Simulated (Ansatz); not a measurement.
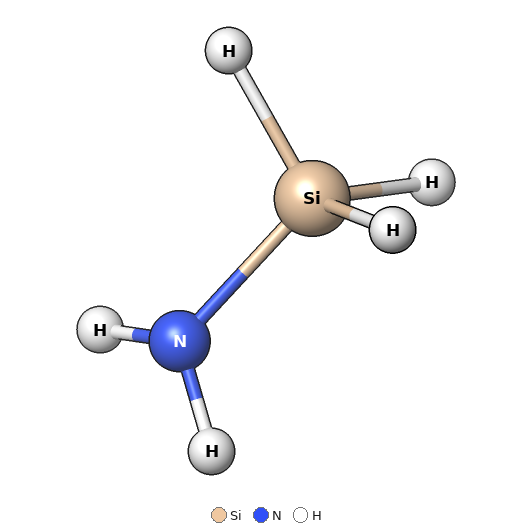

Rendered structure (ball-and-stick style).

What is the molecular formula?

Answer. H₅NSi, 7 atoms: 5 hydrogen, 1 nitrogen and 1 silicon.

How many atoms are distinct by symmetry?

Answer. 5: 1 Si, 1 N, 1 H, 2 H, 2 H.

Count the bonded pairs by element.

Answer. 3 Si–H, 2 N–H, 1 N–Si. Sticks follow a distance rule.

More results for the same structure follow; atom numbers are the same in all pictures, views and colours differ. Computed geometry: PBE0-D4/def2-TZVP optimisation.

### Geometry

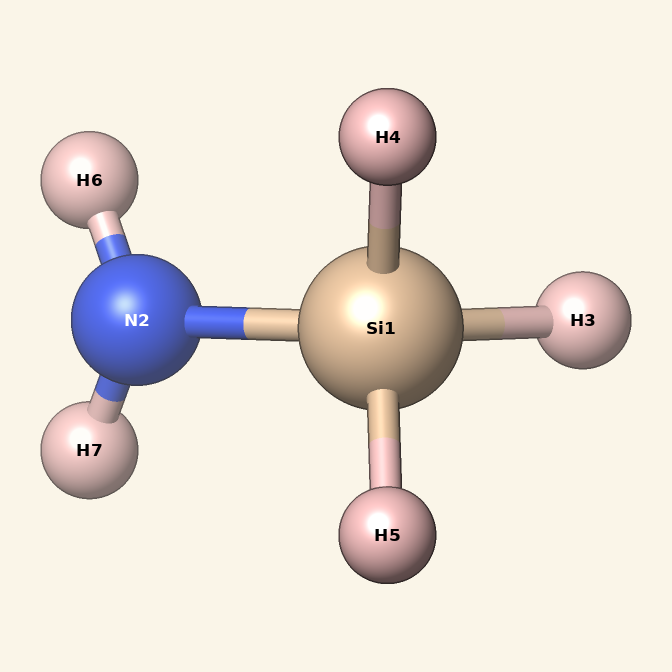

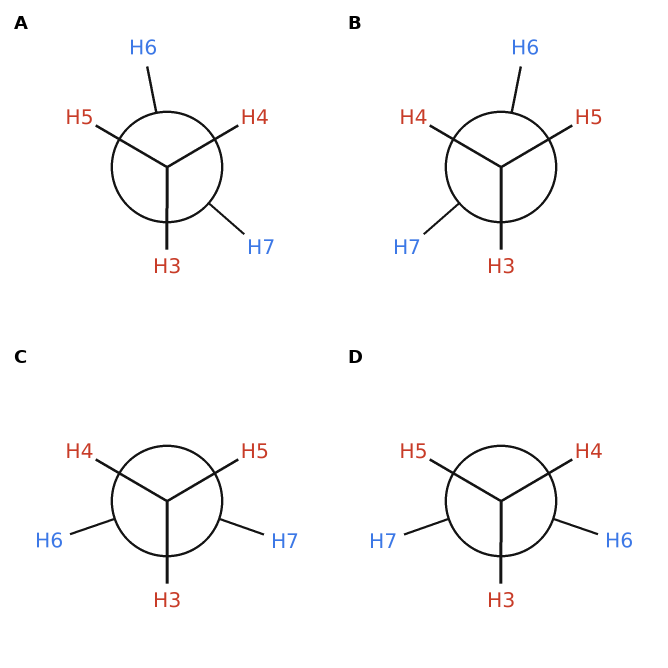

Distant atoms are faded towards the background colour. Bonds that would overlap in a projection are set slightly apart.

Which Newman projection shows the view along Si1–N2, with Si1 in front?

Answer. D. The torsion angle H3–Si1–N2–H6 is −71°, synclinal (gauche).

### Dipole moment

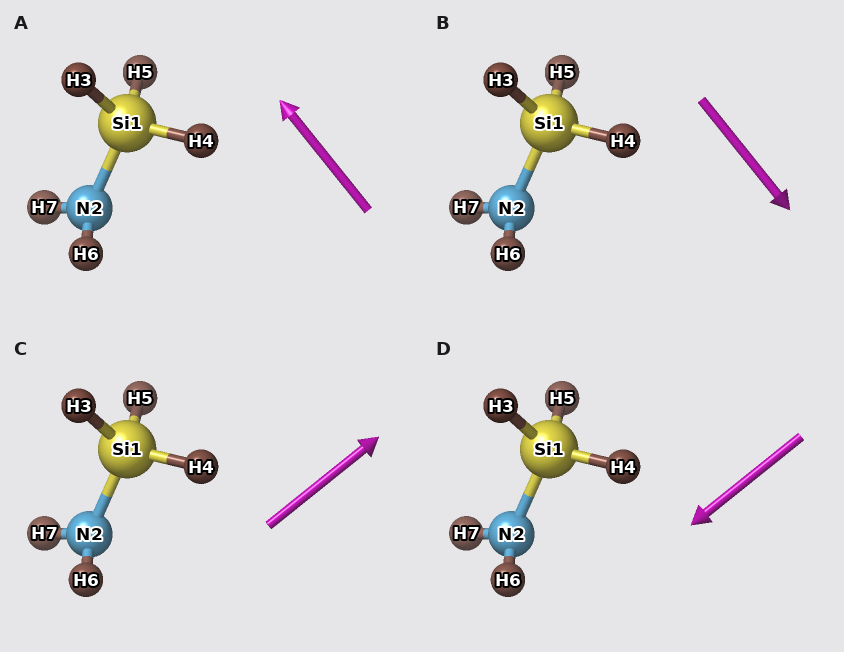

The same molecule four times, each with an arrow. Method: RKS PBE0-D4/def2-TZVP (Ansatz 0.2.0).

Which arrow points along the dipole moment, from the negative to the positive end?

Answer. D. The dipole moment is 1.37 D; it points from the side of H4, H5 to the side of H6, H7 (the outermost atoms at the two ends).

### Electronic properties

Method: RKS BHLYP-D4/def2-TZVPP (Ansatz 0.2.0).

Give the dispersion correction at this level.

Answer. −9.4 kJ/mol.

### Vibrations

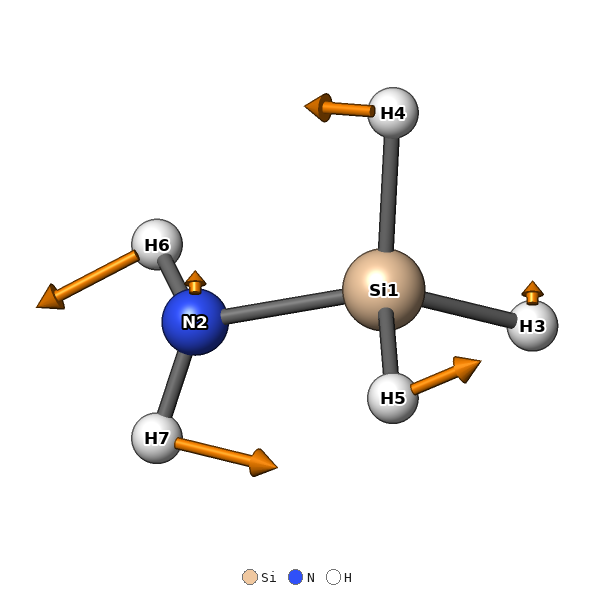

The arrows show one normal mode. Harmonic vibrations computed with RKS PBE0-D4/def2-TZVP (Ansatz 0.2.0) at a stationary point of the same level.

What kind of motion is it?

Answer. Mostly H–N–Si bending.

Estimate its harmonic wavenumber.

Answer. 916 cm⁻¹; it is mode 6 of 15 counted from the lowest.
